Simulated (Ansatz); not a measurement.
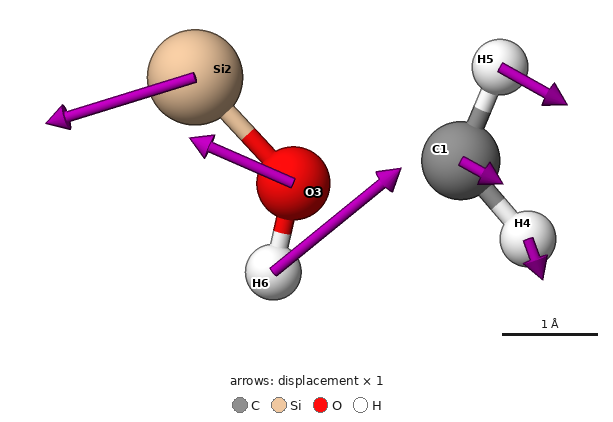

This is a relaxation of CH3OSi (multiplicity 2). The starting structure is drawn; purple arrows show the displacements, at their true length. The two geometries are superimposed by the best rigid fit.

The picture is a ball-and-stick view, seen at a tilt.

It is one of the separated reactants of a reaction.

Computed with UKS PBE-D4/def2-SVP (Ansatz). Set-up: force threshold 0.03 eV/Å; at most 250 steps.

**Describe the change and its energy.**

H6 moves most after the best rigid fit: 1.79 Å. By element the largest moves are H 1.79 Å, Si 1.69 Å, O 1.21 Å, C 0.52 Å. Among the contacts that change: C1–O3 1.811 → 3.396 Å, O3–H6 0.970 → 2.296 Å, C1–H6 2.349 → 1.100 Å, Si2–O3 1.522 → 1.545 Å. New bonds form, among them: C1–H6 (2.35 → 1.10 Å). Bonds break, among them: O3–H6 (0.97 → 2.30 Å). Bond angles that change, for instance: H4–C1–H5 115.9° → 119.0°. The energy falls by 5.100 eV in 31 accepted moves (35 points after the start). Largest force component: 5.7 eV/Å at the start, 0.02 eV/Å at the end. The line search rejected the trial steps at points 25, 27, 30, 33 of the run. The forces were under the threshold at step 24, but the run went on from there.
